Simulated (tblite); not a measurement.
## Geometry relaxation of C$_{7}$H$_{13}$OPSi (part 1 of 3)

System: C$_{7}$H$_{13}$OPSi.
Method: GFN2-xTB geometry optimisation, gas phase (tblite 0.8.0).

It belongs to a series of runs on one base structure; here: cPr replaced by propargyl.

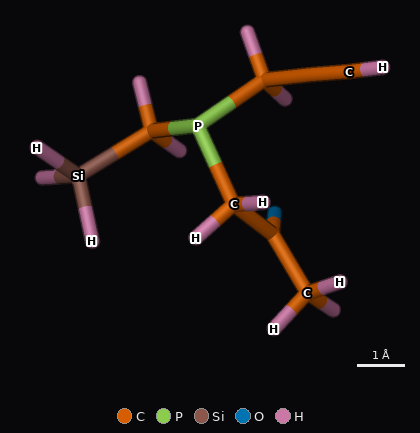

**Figure 1.** The starting structure (stick view, seen at a tilt).

**Input**
```
{"job": {"kind": "relax", "xc": "GFN2-xTB", "basis": "xTB"}, "charge": 0, "multiplicity": 1}
C      0.441100     3.860000     0.152100
C     -0.200200     2.917600    -0.240600
C     -0.956300     1.757500    -0.712100
P     -1.066600     0.511100     0.620000
C     -1.899800    -0.868000    -0.277400
Si    -2.178800    -2.351100     0.788800
C      0.704800    -0.051400     0.722200
C      1.529600    -0.447900    -0.486600
C      3.006400    -0.642500    -0.257900
O      1.030400    -0.645900    -1.599200
H      0.979800     4.707100     0.493400
H     -1.984200     2.078400    -0.972800
H     -0.522200     1.358300    -1.616400
H     -1.339600    -1.147600    -1.185500
H     -2.876300    -0.490200    -0.623800
H     -2.866500    -3.419200     0.037600
H     -0.875100    -2.896500     1.276200
H     -3.016000    -2.030800     1.973700
H      1.246700     0.769200     1.216300
H      0.749500    -0.900200     1.425900
H      3.436400     0.305800     0.093100
H      3.487000    -0.927000    -1.193000
H      3.165300    -1.419700     0.493900
```

The first line tells a small driver script what to run in tblite; the rest is the geometry in Å.

Hardware: 1 CPU thread, shared host.

Launch command:
```bash
OMP_NUM_THREADS=1 python <driver script> task.json out
```

**Output**
```
step      E/eV     max force
  0    -811.73714    2.399
  1    -811.81736    2.704
  2    -811.87097    1.094
  3    -811.86660    1.736
  4    -811.88462    0.199
  5    -811.88811    0.159
  6    -811.89466    0.253
  7    -811.89709    0.151
  8    -811.89971    0.118
  9    -811.90166    0.126
 10    -811.90436    0.177
 11    -811.90733    0.149
 12    -811.91040    0.127
 13    -811.91279    0.096
 14    -811.91444    0.088
 15    -811.91547    0.077
 16    -811.91616    0.059
 17    -811.91671    0.050
 18    -811.91733    0.083
 19    -811.91808    0.101
 20    -811.91886    0.080
 21    -811.91948    0.055
 22    -811.91998    0.044
 23    -811.92046    0.064
 24    -811.92098    0.068
 25    -811.92146    0.057
 26    -811.92184    0.044
 27    -811.92218    0.040
 28    -811.92254    0.047
 29    -811.92292    0.050
 30    -811.92326    0.051
 31    -811.92353    0.041
 32    -811.92375    0.042
 33    -811.92394    0.032
 34    -811.92414    0.042
 35    -811.92433    0.038
 36    -811.92452    0.045
 37    -811.92470    0.033
 38    -811.92485    0.034
 39    -811.92502    0.039
 40    -811.92523    0.058
 41    -811.92550    0.067
 42    -811.92580    0.051
 43    -811.92612    0.048
 44    -811.92649    0.050
 45    -811.92699    0.089
 46    -811.92768    0.114
 47    -811.92852    0.099
 48    -811.92944    0.074
 49    -811.93044    0.074
 50    -811.93153    0.100
 51    -811.93269    0.127
 52    -811.93392    0.108
 53    -811.93523    0.092
 54    -811.93664    0.082
 55    -811.93803    0.081
 56    -811.93917    0.075
 57    -811.94009    0.066
 58    -811.94107    0.076
 59    -811.94146    0.157
 60    -811.94309    0.124
 61    -811.94409    0.067
 62    -811.94536    0.062
 63    -811.94592    0.061
 64    -811.94693    0.059
 65    -811.94779    0.048
 66    -811.94867    0.055
 67    -811.94949    0.069
 68    -811.95046    0.082
 69    -811.95163    0.083
 70    -811.95272    0.107
 71    -811.95379    0.074
 72    -811.95468    0.071
 73    -811.95582    0.075
 74    -811.95670    0.073
 75    -811.95802    0.064
 76    -811.95890    0.102
 77    -811.95964    0.079
 78    -811.96051    0.068
 79    -811.96174    0.086
 80    -811.96353    0.143
 81    -811.96501    0.111
 82    -811.96598    0.096
 83    -811.96687    0.068
 84    -811.96753    0.073
 85    -811.96827    0.069
 86    -811.96919    0.077
 87    -811.97012    0.074
 88    -811.97109    0.071
 89    -811.97196    0.078
 90    -811.97277    0.068
 91    -811.97365    0.079
 92    -811.97442    0.069
 93    -811.97536    0.089
 94    -811.97638    0.120
 95    -811.97770    0.120
 96    -811.97964    0.121
 97    -811.98218    0.108
 98    -811.98309    0.308
 99    -811.98569    0.430
100    -811.98773    0.207
101    -811.99007    0.083
102    -811.99255    0.165
103    -811.99494    0.283
104    -811.99730    0.124
105    -812.00008    0.154
106    -812.00351    0.185
107    -812.00506    0.118
108    -812.00773    0.220
109    -812.01054    0.362
110    -812.01434    0.293
111    -812.01906    0.146
112    -812.02282    0.191
113    -812.02641    0.408
114    -812.02922    0.210
115    -812.03394    0.119
116    -812.03860    0.171
117    -812.04289    0.177
118    -812.04711    0.159
119    -812.05172    0.116
120    -812.05515    0.117
121    -812.05705    0.123
122    -812.05850    0.126
123    -812.05934    0.112
124    -812.06099    0.100
125    -812.06191    0.054
126    -812.06302    0.059
127    -812.06372    0.065
128    -812.06467    0.074
129    -812.06544    0.058
130    -812.06604    0.044
131    -812.06642    0.058
132    -812.06672    0.043
133    -812.06704    0.043
134    -812.06755    0.045
135    -812.06807    0.057
136    -812.06867    0.050
137    -812.06917    0.050
138    -812.06958    0.040
139    -812.06997    0.041
140    -812.07046    0.062
141    -812.07118    0.082
142    -812.07212    0.084
143    -812.07308    0.061
144    -812.07379    0.049
145    -812.07427    0.039
146    -812.07471    0.053
147    -812.07519    0.068
148    -812.07572    0.055
149    -812.07625    0.056
150    -812.07671    0.085
151    -812.07713    0.094
152    -812.07755    0.088
153    -812.07792    0.079
154    -812.07822    0.049
155    -812.07851    0.056
156    -812.07882    0.055
157    -812.07911    0.035
158    -812.07924    0.032
159    -812.07937    0.022
160    -812.07946    0.028
161    -812.07956    0.028
162    -812.07964    0.020
163    -812.07970    0.020
164    -812.07973    0.013
165    -812.07976    0.009
```

**Trajectory as extended XYZ (Å, eV, eV/Å), 21 of the 166 frames kept, from step=0 to step=165**
```
23
Properties=species:S:1:pos:R:3:forces:R:3 step=0 energy=-811.73714
C     0.4411    3.8600    0.1521   -0.3180  -0.4240  -0.1600
C    -0.2002    2.9176   -0.2406    0.2180   0.2820   0.0230
C    -0.9563    1.7575   -0.7121   -0.1030   1.1290  -0.2650
P    -1.0666    0.5111    0.6200   -0.2310  -0.3730   0.8370
C    -1.8998   -0.8680   -0.2774    0.0770   0.6160  -1.2790
Si   -2.1788   -2.3511    0.7888   -0.0750  -1.2690   1.1320
C     0.7048   -0.0514    0.7222    0.7620  -0.1410   0.0780
C     1.5296   -0.4479   -0.4866   -1.2830  -0.5000  -1.9650
C     3.0064   -0.6425   -0.2579   -0.0590   0.3330   0.1620
O     1.0304   -0.6459   -1.5992    0.7660   0.4160   1.8310
H     0.9798    4.7071    0.4934   -0.2070  -0.3610  -0.1390
H    -1.9842    2.0784   -0.9728    0.2360  -0.0400   0.2250
H    -0.5222    1.3583   -1.6164    0.3660  -0.2330  -0.3400
H    -1.3396   -1.1476   -1.1855   -0.0560   0.1870   0.2500
H    -2.8763   -0.4902   -0.6238    0.2410   0.0390   0.1370
H    -2.8665   -3.4192    0.0376    0.1110   0.1850   0.0150
H    -0.8751   -2.8965    1.2762   -0.3680   0.1610  -0.1430
H    -3.0160   -2.0308    1.9737    0.2420   0.0150  -0.2940
H     1.2467    0.7692    1.2163   -0.1180  -0.0400   0.0280
H     0.7495   -0.9002    1.4259   -0.1280   0.1850  -0.1290
H     3.4364    0.3058    0.0931   -0.0520  -0.3530  -0.0080
H     3.4870   -0.9270   -1.1930   -0.0490  -0.0140   0.0890
H     3.1653   -1.4197    0.4939    0.0270   0.2020  -0.0840
23
Properties=species:S:1:pos:R:3:forces:R:3 step=8 energy=-811.89971
C     0.4291    3.8484    0.1487    0.0230   0.0200   0.0010
C    -0.2007    2.9205   -0.2714    0.0390  -0.0510   0.0380
C    -0.9494    1.7744   -0.7230    0.0330   0.0090   0.0010
P    -1.0686    0.4942    0.6453   -0.0140   0.0320   0.0300
C    -1.8910   -0.8751   -0.2999    0.0720   0.0910   0.0200
Si   -2.1793   -2.3905    0.8146    0.0350   0.0270  -0.0350
C     0.7239   -0.0532    0.7283   -0.0200  -0.0080   0.0050
C     1.4969   -0.4549   -0.5079   -0.0100   0.0400   0.0140
C     2.9815   -0.6318   -0.2622   -0.0020  -0.0060  -0.0010
O     1.0050   -0.6327   -1.5927   -0.0350   0.0280   0.0620
H     0.9706    4.6806    0.4872   -0.0010  -0.0060  -0.0080
H    -1.9739    2.0910   -0.9496    0.0130  -0.0690  -0.0470
H    -0.4860    1.3454   -1.6156   -0.0370  -0.0490  -0.0030
H    -1.3195   -1.1214   -1.1934    0.0230   0.0020  -0.0030
H    -2.8582   -0.4742   -0.6165    0.0320  -0.0180   0.0040
H    -2.8612   -3.4185    0.0287   -0.0020  -0.0260  -0.0160
H    -0.8849   -2.9002    1.2789   -0.0100  -0.0380   0.0180
H    -2.9997   -2.0175    1.9688    0.0390   0.0210  -0.0210
H     1.2529    0.7705    1.2221   -0.0010  -0.0380  -0.0150
H     0.7462   -0.8979    1.4251    0.0160   0.0040   0.0010
H     3.4261    0.2913    0.1026   -0.0760   0.0600  -0.0280
H     3.4781   -0.9266   -1.1830   -0.0280   0.0050  -0.0340
H     3.1574   -1.3948    0.4929   -0.0880  -0.0300   0.0190
23
Properties=species:S:1:pos:R:3:forces:R:3 step=16 energy=-811.91616
C     0.4353    3.8418    0.1428    0.0230  -0.0190  -0.0090
C    -0.1778    2.9027   -0.2781   -0.0090   0.0130  -0.0100
C    -0.9322    1.7583   -0.7234    0.0080   0.0030   0.0080
P    -1.0655    0.5049    0.6650   -0.0370  -0.0200  -0.0040
C    -1.8598   -0.8662   -0.2960    0.0010   0.0370   0.0040
Si   -2.1584   -2.3925    0.7966    0.0220   0.0110   0.0170
C     0.7188   -0.0512    0.7478   -0.0260  -0.0010  -0.0040
C     1.4645   -0.4440   -0.5051   -0.0020   0.0440   0.0020
C     2.9453   -0.6233   -0.2682    0.0090  -0.0050  -0.0060
O     0.9590   -0.6069   -1.5853   -0.0150   0.0040   0.0100
H     0.9754    4.6735    0.4847    0.0010  -0.0080  -0.0110
H    -1.9560    2.0656   -0.9647    0.0140   0.0130  -0.0090
H    -0.4777    1.3047   -1.6082    0.0230  -0.0040   0.0210
H    -1.2827   -1.0920   -1.1915    0.0100  -0.0120   0.0270
H    -2.8280   -0.4692   -0.6123   -0.0120  -0.0220  -0.0190
H    -2.8496   -3.4185    0.0167   -0.0060  -0.0020  -0.0290
H    -0.8896   -2.9332    1.2902    0.0510  -0.0260  -0.0160
H    -2.9643   -1.9929    1.9492   -0.0270   0.0070   0.0200
H     1.2654    0.7644    1.2344   -0.0200  -0.0270   0.0150
H     0.7496   -0.9036    1.4344   -0.0150   0.0170   0.0140
H     3.3755    0.3091    0.0899    0.0050   0.0090  -0.0040
H     3.4461   -0.9216   -1.1849   -0.0200  -0.0100  -0.0350
H     3.1020   -1.3831    0.4939    0.0220  -0.0040   0.0160
23
Properties=species:S:1:pos:R:3:forces:R:3 step=25 energy=-811.92146
C     0.4581    3.8310    0.1346   -0.0020   0.0210   0.0020
C    -0.1714    2.9009   -0.2812   -0.0010   0.0050   0.0040
C    -0.9268    1.7564   -0.7218    0.0160   0.0100   0.0000
P    -1.0817    0.5151    0.6734   -0.0110  -0.0440  -0.0010
C    -1.8563   -0.8657   -0.2877    0.0060   0.0200  -0.0150
Si   -2.1434   -2.3948    0.8018    0.0000   0.0110  -0.0150
C     0.7010   -0.0490    0.7622    0.0040   0.0010   0.0130
C     1.4473   -0.4340   -0.4927   -0.0030   0.0540  -0.0190
C     2.9304   -0.6173   -0.2734   -0.0050  -0.0020   0.0060
O     0.9387   -0.5852   -1.5736   -0.0080  -0.0140  -0.0030
H     0.9898    4.6694    0.4726    0.0260  -0.0100  -0.0090
H    -1.9438    2.0674   -0.9847    0.0140   0.0000  -0.0170
H    -0.4542    1.2868   -1.5878   -0.0140   0.0090  -0.0210
H    -1.2617   -1.0921   -1.1706    0.0130  -0.0070  -0.0020
H    -2.8250   -0.4904   -0.6272   -0.0090   0.0070   0.0130
H    -2.8371   -3.4028    0.0022   -0.0230  -0.0380  -0.0150
H    -0.8703   -2.9524    1.2698    0.0080   0.0050   0.0070
H    -2.9567   -1.9922    1.9486    0.0090  -0.0250   0.0350
H     1.2490    0.7593    1.2573    0.0050   0.0040   0.0160
H     0.7289   -0.9048    1.4435   -0.0240  -0.0070   0.0180
H     3.3702    0.3163    0.0708   -0.0040   0.0070  -0.0140
H     3.4104   -0.9233   -1.1996   -0.0090   0.0010   0.0000
H     3.1000   -1.3716    0.4913    0.0120  -0.0090   0.0150
23
Properties=species:S:1:pos:R:3:forces:R:3 step=33 energy=-811.92394
C     0.4680    3.8338    0.1285    0.0200  -0.0070  -0.0050
C    -0.1640    2.9019   -0.2799    0.0080  -0.0070  -0.0040
C    -0.9208    1.7586   -0.7227   -0.0030   0.0150  -0.0160
P    -1.0916    0.5178    0.6727   -0.0040  -0.0160  -0.0040
C    -1.8559   -0.8696   -0.2889    0.0010   0.0220   0.0100
Si   -2.1429   -2.4027    0.7977    0.0180   0.0150  -0.0070
C     0.6906   -0.0454    0.7749    0.0040  -0.0070   0.0100
C     1.4376   -0.4241   -0.4814   -0.0020   0.0270  -0.0130
C     2.9219   -0.6106   -0.2745   -0.0040   0.0010   0.0040
O     0.9258   -0.5726   -1.5616   -0.0040  -0.0110  -0.0040
H     1.0188    4.6627    0.4595   -0.0030  -0.0030  -0.0030
H    -1.9321    2.0726   -1.0007   -0.0200   0.0100   0.0110
H    -0.4454    1.2880   -1.5866    0.0090   0.0010  -0.0080
H    -1.2509   -1.0958   -1.1658   -0.0320   0.0020   0.0050
H    -2.8245   -0.4969   -0.6320    0.0060  -0.0020  -0.0090
H    -2.8393   -3.4092   -0.0047   -0.0070  -0.0090   0.0090
H    -0.8633   -2.9531    1.2576    0.0090  -0.0140  -0.0050
H    -2.9383   -2.0176    1.9642   -0.0010  -0.0130  -0.0030
H     1.2381    0.7559    1.2816    0.0060   0.0010   0.0020
H     0.7061   -0.9066    1.4498    0.0010  -0.0170   0.0110
H     3.3698    0.3249    0.0534   -0.0100   0.0080  -0.0020
H     3.3858   -0.9252   -1.2061    0.0060   0.0010   0.0070
H     3.1015   -1.3597    0.4931   -0.0010   0.0040   0.0170
23
Properties=species:S:1:pos:R:3:forces:R:3 step=41 energy=-811.92550
C     0.4911    3.8257    0.1182    0.0030   0.0060   0.0020
C    -0.1536    2.9008   -0.2859    0.0110   0.0010   0.0060
C    -0.9183    1.7627   -0.7277    0.0050   0.0090  -0.0060
P    -1.0947    0.5238    0.6704   -0.0320  -0.0520  -0.0280
C    -1.8613   -0.8673   -0.2896    0.0050   0.0010   0.0160
Si   -2.1348   -2.4079    0.7935    0.0060   0.0130  -0.0010
C     0.6850   -0.0473    0.7846   -0.0160   0.0020  -0.0110
C     1.4302   -0.4183   -0.4748    0.0000  -0.0020   0.0020
C     2.9147   -0.6010   -0.2707    0.0070   0.0020  -0.0010
O     0.9150   -0.5675   -1.5533    0.0110  -0.0050  -0.0040
H     1.0408    4.6554    0.4484    0.0150  -0.0030  -0.0030
H    -1.9292    2.0840   -1.0004   -0.0040  -0.0030   0.0050
H    -0.4443    1.2952   -1.5941   -0.0160  -0.0200  -0.0030
H    -1.2615   -1.0971   -1.1696   -0.0150   0.0240   0.0220
H    -2.8309   -0.4965   -0.6342    0.0150  -0.0100   0.0280
H    -2.8421   -3.4157    0.0024    0.0020  -0.0020  -0.0170
H    -0.8513   -2.9641    1.2390   -0.0010   0.0050  -0.0190
H    -2.9235   -2.0464    1.9718    0.0070   0.0170   0.0030
H     1.2337    0.7489    1.2988    0.0010  -0.0140  -0.0010
H     0.6934   -0.9151    1.4523   -0.0030   0.0120  -0.0080
H     3.3621    0.3400    0.0414   -0.0080   0.0140   0.0100
H     3.3770   -0.9260   -1.1992    0.0080  -0.0080  -0.0060
H     3.0976   -1.3393    0.5065    0.0030   0.0110   0.0150
```
